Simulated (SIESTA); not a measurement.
Band structure of Na3Cd (Fm-3m, 4 atoms in the cell).

```xyz
4
Lattice="0.0000 3.8762 3.8762 3.8762 0.0000 3.8762 3.8762 3.8762 0.0000" Properties=species:S:1:pos:R:3 pbc="T T T"
Na     1.9381     1.9381     1.9381
Na     5.8144     5.8144     5.8144
Na     3.8762     3.8762     3.8762
Cd     0.0000     0.0000     0.0000
```

Level of theory: LDA PW92, numerical atomic orbitals DZP, PseudoDojo LDA standard norm-conserving potentials (rewritten from UPF to PSML) run with SIESTA 5.4.2.

Settings: XC.functional = LDA; XC.authors = PW92; potentials = PseudoDojo LDA standard; PAO.BasisSize = DZP; PAO.EnergyShift = 0.01 Ry; MeshCutoff = 400 Ry; kgrid.MonkhorstPack = 10 10 10; OccupationFunction = FD; ElectronicTemperature = 100 meV; MaxSCFIterations = 150; SCF.Mixer.Method = Pulay; SCF.Mixer.Weight = 0.2; SCF.Mixer.History = 8; SCF.DM.Tolerance = 1.0E-04.

The starting cell comes from a database of computed structures (which also holds hypothetical and non-ambient phases and stackings), without a prior relaxation at this level. Values carry the incompleteness of an atom-centred basis.

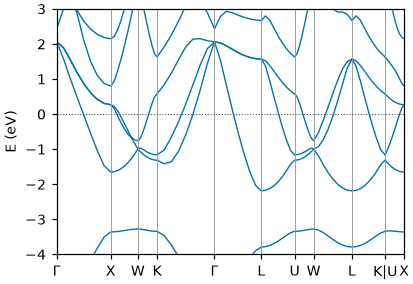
Bands along the path, energies from the Fermi level.

Levels in eV from the Fermi level, bands 21 to 26:
| point | 21 | 22 | 23 | 24 | 25 | 26 |
|---|---|---|---|---|---|---|
| Γ | -8.06 | -5.05 | 2.06 | 2.06 | 2.06 | 2.43 |
| X | -8.06 | -3.36 | -1.65 | 0.27 | 0.27 | 0.80 |
| W | -8.13 | -3.28 | -0.99 | -0.99 | -0.75 | 3.64 |
| K | -8.12 | -3.34 | -1.31 | -1.16 | 0.58 | 1.63 |
| L | -8.13 | -3.79 | -2.19 | 1.57 | 1.57 | 2.67 |
| U | -8.12 | -3.34 | -1.31 | -1.16 | 0.58 | 1.63 |

Bands cross the Fermi level along this path, so the cell is metallic at this level.

Higher empty bands are left out: an atom-centred basis made for the valence describes them poorly.
